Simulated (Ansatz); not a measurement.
# GaH2Cl + SiH4: a complex and its separated parts, part 2 of 2

Ansatz 0.2.0, Gaussian basis. Earlier steps stand in the parts before.

### Step 13. CAM-B3LYP-D4/def2-TZVPP

The inputs:

parta/in.yaml

```yaml
crystal:
  periodic: [false, false, false]
  atoms:
    - {symbol: Ga, position_ang: [-1.236103, -0.182377, -1.302162]}
    - {symbol: Cl, position_ang: [-0.375736, 0.699664, -3.062574]}
    - {symbol: H, position_ang: [-0.971335, -1.705882, -1.128639]}
    - {symbol: H, position_ang: [-2.030419, 0.798088, -0.391651]}
basis:
  gaussian: {orbitals: def2-TZVPP}
hamiltonian: {xc: {name: CAM-B3LYP}, dispersion: d4}
```

partb/in.yaml

```yaml
crystal:
  periodic: [false, false, false]
  atoms:
    - {symbol: H, position_ang: [0.634407, 0.299523, -0.262515]}
    - {symbol: Si, position_ang: [0.922734, 0.078109, 1.176999]}
    - {symbol: H, position_ang: [2.144348, -0.754376, 1.314818]}
    - {symbol: H, position_ang: [1.137308, 1.386201, 1.845735]}
    - {symbol: H, position_ang: [-0.225204, -0.618949, 1.809990]}
basis:
  gaussian: {orbitals: def2-TZVPP}
hamiltonian: {xc: {name: CAM-B3LYP}, dispersion: d4}
```

Each run has its own folder and the same command.

Launch:

```sh
> ansatz run in.yaml --threads 4 --pin off --events-out ev --progress --plain --max-ram 9574MiB
```

Output in parta, cut to the lines that bear on the results:

```text
Functional definition: CAM-B3LYP
  name "CAM-B3LYP"
  cite "Yanai, Tew & Handy, Chem. Phys. Lett. 393, 51 (2004) doi:10.1016/j.cplett.2004.06.011"
  cite "Iikura, Tsuneda, Yanai & Hirao, J. Chem. Phys. 115, 3540 (2001) doi:10.1063/1.1383587"
  cite "Becke, Phys. Rev. A 38, 3098 (1988) doi:10.1103/PhysRevA.38.3098"
  cite "Lee, Yang & Parr, Phys. Rev. B 37, 785 (1988) doi:10.1103/PhysRevB.37.785"
[...]
  # Exact exchange under (alpha + beta erf(omega r))/r, Becke's under what is left of 1/r.
[...]
834 factors; their error is unknown
171 factors; integrals over basis functions are off by at most 2.0e-5 eV
[...]
mean field -64938.33203761 eV, -2386.4396855996 hartree, gradient 4.8e-5 eV, S^2 0.000000; 0 other end points of the search recorded, 0 dependent functions left out
reference -64938.33214601 eV, -2386.4396895834 hartree; 25, 25 occupied and 93, 93 virtual orbitals, 834 factors
Total energy: -64938.38644962 eV, -2386.4416852043 hartree
```

Log of partb, cut to the lines that bear on the results:

```text
[... 6 set-up lines as earlier in the session ...]
[...]
  # Exact exchange under (alpha + beta erf(omega r))/r, Becke's under what is left of 1/r.
[...]
527 factors; their error is unknown
147 factors; integrals over basis functions are off by at most 1.2e-5 eV
[...]
mean field -7942.76489603 eV, -291.8912261297 hartree, gradient 9.0e-6 eV, S^2 0.000000; 0 other end points of the search recorded, 0 dependent functions left out
reference -7942.76499850 eV, -291.8912298954 hartree; 9, 9 occupied and 89, 89 virtual orbitals, 527 factors
Total energy: -7942.79916790 eV, -291.8924855975 hartree
```

Wall times: 0.85 s (parta), 0.4 s (partb) on 4 threads of Arm Neoverse V1, shared host.

### Step 14. wB97X-V/def2-TZVPP

The same edit goes into each in.yaml of step 13 (parta, partb):

```diff
-hamiltonian: {xc: {name: CAM-B3LYP}, dispersion: d4}
+hamiltonian: {xc: {name: wB97X-V}}
```

The same command starts each run, in its folder.

Launch:

```sh
> ansatz run in.yaml --threads 4 --pin off --events-out ev --progress --plain --max-ram 9574MiB
```

Output in parta, cut to the lines that bear on the results:

```text
Functional definition: wB97X-V
  name "wB97X-V"
  cite "Mardirossian & Head-Gordon, Phys. Chem. Chem. Phys. 16, 9904 (2014) doi:10.1039/C3CP54374A"
[... 2 set-up lines as earlier in the session ...]
[...]
      + integral(e_c_pw_opposite_spin*poly(b97_u_opposite, cos0, cos1)) + vv10(b, c)
831 factors; their error is unknown
163 factors; integrals over basis functions are off by at most 4.2e-5 eV
[...]
mean field -64928.05598018 eV, -2386.0620474547 hartree, gradient 1.6e-5 eV, S^2 0.000000; 0 other end points of the search recorded, 0 dependent functions left out
reference -64928.05597851 eV, -2386.0620473930 hartree; 25, 25 occupied and 93, 93 virtual orbitals, 831 factors
Total energy: -64928.05597851 eV, -2386.0620473930 hartree
```

Output in partb, cut to the lines that bear on the results:

```text
[... 5 set-up lines as earlier in the session ...]
[...]
      + integral(e_c_pw_opposite_spin*poly(b97_u_opposite, cos0, cos1)) + vv10(b, c)
527 factors; their error is unknown
136 factors; integrals over basis functions are off by at most 1.1e-5 eV
[...]
mean field -7941.38119909 eV, -291.8403762050 hartree, gradient 2.9e-5 eV, S^2 0.000000; 0 other end points of the search recorded, 0 dependent functions left out
reference -7941.38119735 eV, -291.8403761411 hartree; 9, 9 occupied and 89, 89 virtual orbitals, 527 factors
Total energy: -7941.38119735 eV, -291.8403761411 hartree
```

Times: 2 s (parta), 1.1 s (partb) on 4 threads of Arm Neoverse V1, shared host.

### Step 15. wB97M-V/def2-TZVPP

Each input of step 14 (parta, partb) changes in the same lines:

```diff
-hamiltonian: {xc: {name: wB97X-V}}
+hamiltonian: {xc: {name: wB97M-V}}
```

One command serves all of them, each in its own folder.

Launch:

```sh
> ansatz run in.yaml --threads 4 --pin off --events-out ev --progress --plain --max-ram 9574MiB
```

Log of parta, cut to the lines that bear on the results:

```text
Functional definition: wB97M-V
  name "wB97M-V"
  cite "Mardirossian & Head-Gordon, J. Chem. Phys. 144, 214110 (2016) doi:10.1063/1.4952647"
[... 2 set-up lines as earlier in the session ...]
  # Of w^i u^j: cxij and so on, Table III.
[...]
  gx(w, u) = 1 - cx + cx01*u + cx10*w
[...]
      + integral(e_c_pw_mod_opposite_spin*gos(b97_w_opposite, b97_u_opposite)) + vv10(b, c)
831 factors; their error is unknown
163 factors; integrals over basis functions are off by at most 4.2e-5 eV
[...]
mean field -64931.08141608 eV, -2386.1732301731 hartree, gradient 2.4e-5 eV, S^2 0.000000; 0 other end points of the search recorded, 0 dependent functions left out
reference -64931.08145686 eV, -2386.1732316719 hartree; 25, 25 occupied and 93, 93 virtual orbitals, 831 factors
Total energy: -64931.08145686 eV, -2386.1732316719 hartree
```

partb printed, cut to the lines that bear on the results:

```text
[... 5 set-up lines as earlier in the session ...]
  # Of w^i u^j: cxij and so on, Table III.
[...]
  gx(w, u) = 1 - cx + cx01*u + cx10*w
[...]
      + integral(e_c_pw_mod_opposite_spin*gos(b97_w_opposite, b97_u_opposite)) + vv10(b, c)
527 factors; their error is unknown
136 factors; integrals over basis functions are off by at most 1.1e-5 eV
[...]
mean field -7941.54394073 eV, -291.8463568499 hartree, gradient 4.9e-5 eV, S^2 0.000000; 0 other end points of the search recorded, 0 dependent functions left out
reference -7941.54398312 eV, -291.8463584077 hartree; 9, 9 occupied and 89, 89 virtual orbitals, 527 factors
Total energy: -7941.54398312 eV, -291.8463584077 hartree
```

Times: 2.4 s (parta), 1.1 s (partb) on 4 threads of Arm Neoverse V1, shared host.

### Step 16. B2PLYP/def2-TZVPP

Each input of step 15 (parta, partb) changes in the same lines:

```diff
-hamiltonian: {xc: {name: wB97M-V}}
+hamiltonian: {xc: {name: B2PLYP}}
```

One command serves all of them, each in its own folder.

Launch:

```sh
> ansatz run in.yaml --threads 4 --pin off --events-out ev --progress --plain --max-ram 9574MiB
```

parta printed, cut to the lines that bear on the results:

```text
Functional definition: B2PLYP
  name "B2PLYP"
  cite "Grimme, J. Chem. Phys. 124, 034108 (2006) doi:10.1063/1.2148954"
[... 2 set-up lines as earlier in the session ...]
[...]
718 factors; integrals over basis functions are off by at most 9.7e-4 eV
[...]
mean field -64917.42622375 eV, -2385.6714111108 hartree, gradient 4.4e-7 eV, S^2 0.000000; 0 other end points of the search recorded, 0 dependent functions left out
14 core orbitals not correlated: weight in the atoms' cores, before any rotation towards them, 1.000 or more for the frozen orbitals, at most 0.000 for the correlated occupied ones
reference -64917.42636416 eV, -2385.6714162709 hartree; 11, 11 occupied and 93, 93 virtual orbitals, 718 factors
second order -14.01219915 eV of doubles, -0.00000000 eV of singles
Total energy: -64921.20965793 eV, -2385.8104497526 hartree
```

partb printed, cut to the lines that bear on the results:

```text
[... 5 set-up lines as earlier in the session ...]
[...]
537 factors; integrals over basis functions are off by at most 9.6e-4 eV
[...]
mean field -7937.89720185 eV, -291.7123416679 hartree, gradient 2.5e-6 eV, S^2 0.000000; 0 other end points of the search recorded, 0 dependent functions left out
5 core orbitals not correlated: weight in the atoms' cores, before any rotation towards them, 1.000 or more for the frozen orbitals, at most 0.000 for the correlated occupied ones
reference -7937.89733500 eV, -291.7123465611 hartree; 4, 4 occupied and 89, 89 virtual orbitals, 537 factors
second order -4.78242745 eV of doubles, -0.00000000 eV of singles
Total energy: -7939.18859041 eV, -291.7597993223 hartree
```

Wall times: 1.2 s (parta), 0.5 s (partb) on 4 threads of Arm Neoverse V1, shared host.

### Step 17. PBE-QIDH/def2-TZVPP

The same edit goes into each in.yaml of step 16 (parta, partb):

```diff
-hamiltonian: {xc: {name: B2PLYP}}
+hamiltonian: {xc: {name: PBE-QIDH}}
```

Each run has its own folder and the same command.

Launch:

```sh
> ansatz run in.yaml --threads 4 --pin off --events-out ev --progress --plain --max-ram 9574MiB
```

Output in parta, cut to the lines that bear on the results:

```text
Functional definition: PBE-QIDH
  name "PBE-QIDH"
  cite "Brémond, Sancho-García, Pérez-Jiménez & Adamo, J. Chem. Phys. 141, 031101 (2014) doi:10.1063/1.4890314"
[... 1 set-up line as earlier in the session ...]
[...]
718 factors; integrals over basis functions are off by at most 9.7e-4 eV
[...]
mean field -64907.93164667 eV, -2385.3224918387 hartree, gradient 8.3e-6 eV, S^2 0.000000; 0 other end points of the search recorded, 0 dependent functions left out
14 core orbitals not correlated: weight in the atoms' cores, before any rotation towards them, 1.000 or more for the frozen orbitals, at most 0.000 for the correlated occupied ones
reference -64907.93165708 eV, -2385.3224922213 hartree; 11, 11 occupied and 93, 93 virtual orbitals, 718 factors
second order -12.93472186 eV of doubles, -0.00000000 eV of singles
Total energy: -64912.24323103 eV, -2385.4809396416 hartree
```

Output in partb, cut to the lines that bear on the results:

```text
[... 4 set-up lines as earlier in the session ...]
[...]
537 factors; integrals over basis functions are off by at most 9.6e-4 eV
[...]
mean field -7935.34608560 eV, -291.6185898750 hartree, gradient 4.6e-6 eV, S^2 0.000000; 0 other end points of the search recorded, 0 dependent functions left out
5 core orbitals not correlated: weight in the atoms' cores, before any rotation towards them, 1.000 or more for the frozen orbitals, at most 0.000 for the correlated occupied ones
reference -7935.34609617 eV, -291.6185902636 hartree; 4, 4 occupied and 89, 89 virtual orbitals, 537 factors
second order -4.44768690 eV of doubles, -0.00000000 eV of singles
Total energy: -7936.82865847 eV, -291.6730734233 hartree
```

They took 1.2 s (parta), 0.5 s (partb) on 4 threads of Arm Neoverse V1, shared host.

### Step 18. RPA on PBE/def2-TZVPP

The same edit goes into each in.yaml of step 17 (parta, partb):

```diff
-hamiltonian: {xc: {name: PBE-QIDH}}
+hamiltonian: {xc: pbe}
+correlation: {method: rpa}
```

One command serves all of them, each in its own folder.

Launch:

```sh
> ansatz run in.yaml --threads 4 --pin off --events-out ev --progress --plain --max-ram 9574MiB
```

parta printed, cut to the lines that bear on the results:

```text
[... 4 set-up lines as earlier in the session ...]
[...]
718 factors; integrals over basis functions are off by at most 9.7e-4 eV
[...]
mean field -64921.48069243 eV, -2385.8204100866 hartree, gradient 6.8e-7 eV, S^2 0.000000; 0 other end points of the search recorded, 0 dependent functions left out
14 core orbitals not correlated: weight in the atoms' cores, before any rotation towards them, 1.000 or more for the frozen orbitals, at most 0.000 for the correlated occupied ones
reference -64870.00553279 eV, -2383.9287328611 hartree; 11, 11 occupied and 93, 93 virtual orbitals, 718 factors
Total energy: -64888.72353872 eV, -2384.6166068914 hartree
```

partb printed, cut to the lines that bear on the results:

```text
[... 4 set-up lines as earlier in the session ...]
[...]
537 factors; integrals over basis functions are off by at most 9.6e-4 eV
[...]
mean field -7938.15287515 eV, -291.7217374886 hartree, gradient 6.7e-6 eV, S^2 0.000000; 0 other end points of the search recorded, 0 dependent functions left out
5 core orbitals not correlated: weight in the atoms' cores, before any rotation towards them, 1.000 or more for the frozen orbitals, at most 0.000 for the correlated occupied ones
reference -7925.04972387 eV, -291.2402055604 hartree; 4, 4 occupied and 89, 89 virtual orbitals, 537 factors
Total energy: -7933.57984988 eV, -291.5536819095 hartree
```

They took 1.1 s (parta), 0.5 s (partb) on 4 threads of Arm Neoverse V1, shared host.

### Step 19. CCSD(T)/def2-TZVPP

Each input of step 18 (parta, partb) changes in the same lines:

```diff
-hamiltonian: {xc: pbe}
-correlation: {method: rpa}
+correlation: {method: ccsd_t}
```

The same command starts each run, in its folder.

Launch:

```sh
> ansatz run in.yaml --threads 4 --pin off --events-out ev --progress --plain --max-ram 9574MiB
```

parta printed, cut to the lines that bear on the results:

```text
Functional definition: HF
  name "HF"
  cite "Fock, Z. Phys. 61, 126 (1930) doi:10.1007/BF01340294"
[... 1 set-up line as earlier in the session ...]
[...]
718 factors; integrals over basis functions are off by at most 9.7e-4 eV
[...]
mean field -64871.17233193 eV, -2383.9716119384 hartree, gradient 2.0e-6 eV, S^2 0.000000; 0 other end points of the search recorded, 0 dependent functions left out
14 core orbitals not correlated: weight in the atoms' cores, before any rotation towards them, 1.000 or more for the frozen orbitals, at most 0.000 for the correlated occupied ones
reference -64871.17233193 eV, -2383.9716119384 hartree; 11, 11 occupied and 93, 93 virtual orbitals, 718 factors
second order -11.40010818 eV of doubles, -0.00000000 eV of singles
cycle   1  -11.53416254 eV  change   -1.3e-1 eV  update   8.6e-2
[...]
cycle   9  -11.98209129 eV  change   -8.3e-7 eV  update   1.3e-5
perturbative correction -0.46917636 eV, -0.0172419133 hartree
Total energy: -64883.62359958 eV, -2384.4291875849 hartree
```

partb printed, cut to the lines that bear on the results:

```text
[... 4 set-up lines as earlier in the session ...]
[...]
537 factors; integrals over basis functions are off by at most 9.6e-4 eV
[...]
mean field -7925.54415458 eV, -291.2583755541 hartree, gradient 1.8e-6 eV, S^2 0.000000; 0 other end points of the search recorded, 0 dependent functions left out
5 core orbitals not correlated: weight in the atoms' cores, before any rotation towards them, 1.000 or more for the frozen orbitals, at most 0.000 for the correlated occupied ones
reference -7925.54415458 eV, -291.2583755541 hartree; 4, 4 occupied and 89, 89 virtual orbitals, 537 factors
second order -3.90715192 eV of doubles, -0.00000000 eV of singles
cycle   1  -4.49744027 eV  change   -5.9e-1 eV  update   5.5e-2
[...]
cycle   8  -4.71918540 eV  change   -7.1e-7 eV  update   3.7e-6
perturbative correction -0.10445105 eV, -0.0038385052 hartree
Total energy: -7930.36779103 eV, -291.4356409241 hartree
```

Times: 2 s (parta), 0.65 s (partb) on 4 threads of Arm Neoverse V1, shared host.

### Step 20. Vibrations of GaH2Cl

File vib-parta/in.yaml:

```yaml
crystal:
  periodic: [false, false, false]
  atoms:
    - {symbol: Ga, position_ang: [-1.236103, -0.182377, -1.302162]}
    - {symbol: Cl, position_ang: [-0.375736, 0.699664, -3.062574]}
    - {symbol: H, position_ang: [-0.971335, -1.705882, -1.128639]}
    - {symbol: H, position_ang: [-2.030419, 0.798088, -0.391651]}
basis:
  gaussian: {orbitals: def2-TZVP}
hamiltonian: {xc: pbe0, dispersion: d4}
phonons: {temperatures: {t_min: 298.15, t_max: 900, t_step: 200}}
```

Launch:

```sh
> ansatz run in.yaml --threads 4 --pin off --events-out ev --progress --plain --max-ram 9574MiB
```

Log, cut to the lines that bear on the results:

```text
[... 5 set-up lines as earlier in the session ...]
[...]
769 factors; their error is unknown
[...]
mean field -64923.63795544 eV, -2385.8996880400 hartree, gradient 3.4e-5 eV, S^2 0.000000; 0 other end points of the search recorded, 0 dependent functions left out
[...]
Atom 1 at    -0.375736     0.699664    -3.062574 Å, force    -0.000091    -0.000031    -0.000025 eV/Å
Atom 2 at    -0.971335    -1.705882    -1.128639 Å, force    -0.000376    -0.000704     0.000593 eV/Å
Atom 3 at    -2.030419     0.798088    -0.391651 Å, force    -0.000624    -0.000118     0.000765 eV/Å
Dipole moment:    -0.162231    -0.166286     0.331835 e Å
Vibrations: 416.55 498.14 616.00 732.59 2019.42 2030.23 cm⁻¹, zero-point energy 0.391351 eV
```

Run time: 8 s. Hardware: 4 threads of Arm Neoverse V1, shared host.

Wavenumbers and character of the modes:

| mode | wavenumber (cm⁻¹) | character |
| --- | --- | --- |
| 1 | 417 | Ga–Cl stretch |
| 2 | 498 | bend |
| 3 | 616 | out-of-plane bend |
| 4 | 733 | bend |
| 5 | 2019 | Ga–H stretch |
| 6 | 2030 | Ga–H stretch |

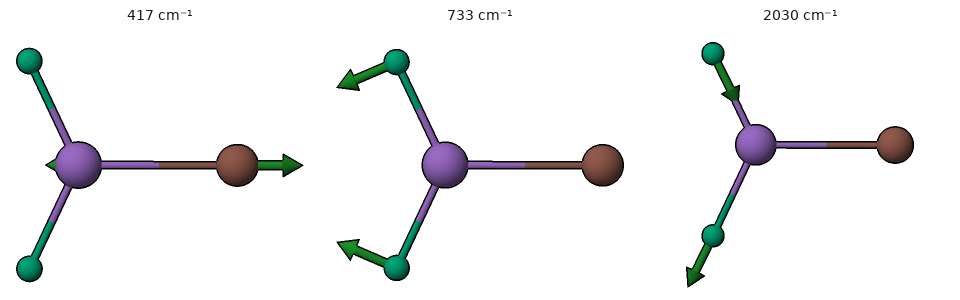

How the atoms move in 3 of the modes.

Vibrational sums (real modes only):

| T (K) | entropy (J/mol/K) | heat capacity (J/mol/K) |
| --- | --- | --- |
| 298 | 9.5 | 18.7 |
| 498 | 21.6 | 28.3 |
| 698 | 32.1 | 34.2 |
| 898 | 41.3 | 38.4 |

### Step 21. Vibrations of SiH4

File vib-partb/in.yaml:

```yaml
crystal:
  periodic: [false, false, false]
  atoms:
    - {symbol: H, position_ang: [0.634407, 0.299523, -0.262515]}
    - {symbol: Si, position_ang: [0.922734, 0.078109, 1.176999]}
    - {symbol: H, position_ang: [2.144348, -0.754376, 1.314818]}
    - {symbol: H, position_ang: [1.137308, 1.386201, 1.845735]}
    - {symbol: H, position_ang: [-0.225204, -0.618949, 1.809990]}
basis:
  gaussian: {orbitals: def2-TZVP}
hamiltonian: {xc: pbe0, dispersion: d4}
phonons: {temperatures: {t_min: 298.15, t_max: 900, t_step: 200}}
```

Launch:

```sh
> ansatz run in.yaml --threads 4 --pin off --events-out ev --progress --plain --max-ram 9574MiB
```

Log, cut to the lines that bear on the results:

```text
[... 5 set-up lines as earlier in the session ...]
[...]
444 factors; their error is unknown
[...]
mean field -7939.08540058 eV, -291.7560071660 hartree, gradient 2.9e-5 eV, S^2 0.000000; 0 other end points of the search recorded, 0 dependent functions left out
[...]
Atom 2 at     2.144348    -0.754376     1.314818 Å, force     0.000357    -0.000339    -0.000128 eV/Å
Atom 3 at     1.137308     1.386201     1.845735 Å, force    -0.000033     0.000544     0.000160 eV/Å
Atom 4 at    -0.225204    -0.618949     1.809990 Å, force    -0.000469    -0.000331     0.000509 eV/Å
Dipole moment:     0.000015     0.000008    -0.000006 e Å
Vibrations: 906.72 906.73 906.75 968.52 968.57 2235.54 2245.18 2245.20 2245.22 cm⁻¹, zero-point energy 0.844855 eV
```

It took 5.5 s on 4 threads of Arm Neoverse V1, shared host.

Wavenumbers and character of the modes:

| mode | wavenumber (cm⁻¹) | character |
| --- | --- | --- |
| 1 | 907 | bend |
| 2 | 907 | bend |
| 3 | 907 | bend |
| 4 | 969 | bend |
| 5 | 969 | bend |
| 6 | 2236 | Si–H stretch |
| 7 | 2245 | Si–H stretch |
| 8 | 2245 | Si–H stretch |
| 9 | 2245 | Si–H stretch |

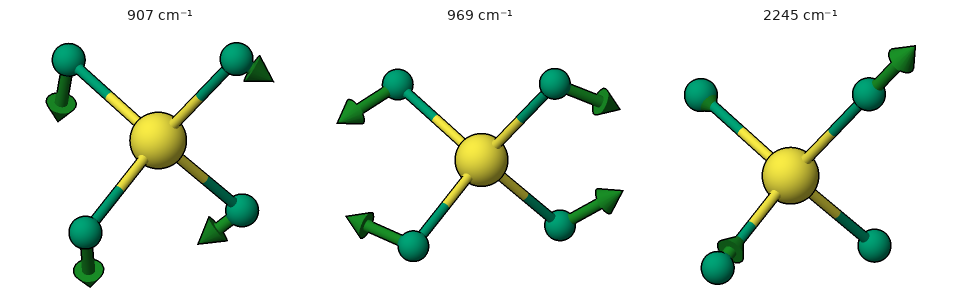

Displacements of 3 modes, as arrows.

Vibrational sums (real modes only):

| T (K) | entropy (J/mol/K) | heat capacity (J/mol/K) |
| --- | --- | --- |
| 298 | 2.6 | 9.7 |
| 498 | 11.5 | 25.7 |
| 698 | 22.2 | 38.0 |
| 898 | 32.9 | 47.1 |

### Step 22. Complex less separated parts

The complex's own energies come from single points at the same levels.

Rows are in def2-TZVPP; times add the 3 runs of a level on a shared host, so small differences are noise.

| method | rung | complex less parts (kJ/mol) | from CCSD(T) (kJ/mol) | time |
| --- | --- | --- | --- | --- |
| SPW92 | LDA | -32.0 | -16.5 | 1.6 s |
| PBE-D4 | GGA | -19.2 | -3.7 | 2.6 s |
| BLYP-D4 | GGA | -14.8 | +0.7 | 2.7 s |
| r2SCAN-D4 | meta-GGA | -18.6 | -3.1 | 6.3 s |
| B97M-V | meta-GGA | -15.4 | +0.1 | 12 s |
| PBE0-D4 | hybrid | -18.3 | -2.8 | 3.8 s |
| B3LYP-D4 | hybrid | -15.4 | +0.1 | 3.7 s |
| r2SCAN0-D4 | hybrid | -18.1 | -2.6 | 7 s |
| BHLYP-D4 | hybrid | -16.6 | -1.1 | 3.7 s |
| CAM-B3LYP-D4 | range-separated hybrid | -14.3 | +1.2 | 4.1 s |
| wB97X-V | range-separated hybrid | -13.8 | +1.7 | 10 s |
| wB97M-V | range-separated hybrid | -14.5 | +1.0 | 12 s |
| B2PLYP | double hybrid | -8.0 | +7.5 | 6.2 s |
| PBE-QIDH | double hybrid | -14.4 | +1.1 | 6.2 s |
| RPA on PBE | RPA | -11.3 | +4.2 | 5.5 s |
| Hartree-Fock | wavefunction | 5.5 | +21.0 |  |
| MP2 | wavefunction | -16.1 | -0.6 |  |
| CCSD | wavefunction | -13.0 | +2.5 |  |
| CCSD(T) | wavefunction | -15.5 | 0 | 82 s |

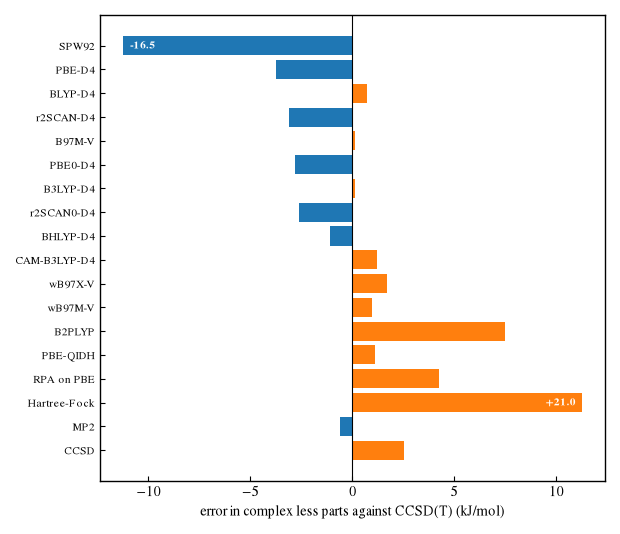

Deviations from CCSD(T), method by method. Bars with a number in them are cut short.

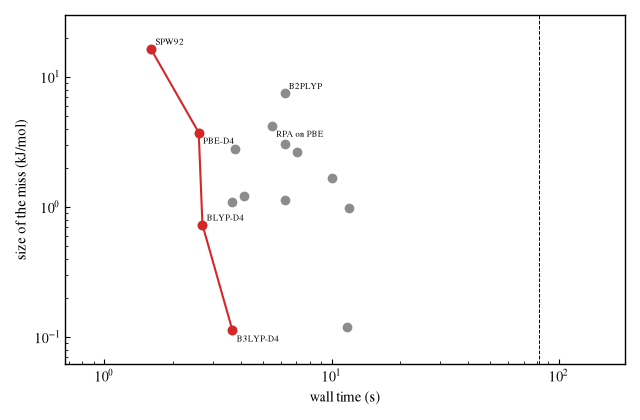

Accuracy for the time spent; red marks the levels that beat every quicker one drawn (of those quicker than the yardstick), and the dashed line is the time of CCSD(T). Only those levels and the largest misses are named. Times are from a shared host.

B3LYP-D4 reaches 0.1 kJ/mol from the reference in 3.7 s, where CCSD(T) took 82 s; the quickest level in the cost chart, SPW92, takes 1.6 s and misses by 16.5 kJ/mol.

The complex's zero-point energy, from a separate PBE0-D4 run, is 1.286 eV.

### Step 23. What came out

What follows sums up all 2 parts.

| quantity | value |
| --- | --- |
| complex less parts, CCSD(T)/def2-TZVPP | -15.5 kJ/mol |
| with zero-point energy | -10.7 kJ/mol |
| largest T1 diagnostic | 0.012 |

In words: At CCSD(T) the complex lies 15.5 kJ/mol below its parts. B3LYP-D4 is the best functional here (+0.1 kJ/mol from CCSD(T)); SPW92 is the worst (-16.5 kJ/mol). B97M-V is as near within the digits shown. Mean unsigned error by rung: LDA 16.5, GGA 2.2, meta-GGA 1.6, hybrid 1.7, range-separated hybrid 1.3, double hybrid 4.3 kJ/mol. The double hybrids carry no dispersion term here, unlike the levels marked D4 or V. PBE-D4 gives a relative energy 3.7 kJ/mol too low, inside chemical accuracy (1 kcal/mol, 4.2 kJ/mol). The complex's frequency run has imaginary modes: the structure is no minimum, so both the energy and the zero-point correction are in doubt. No counterpoise was applied, and triple zeta lacks some correlation, so the CCSD(T) reference has a basis error of its own, and close matches with it are partly luck.
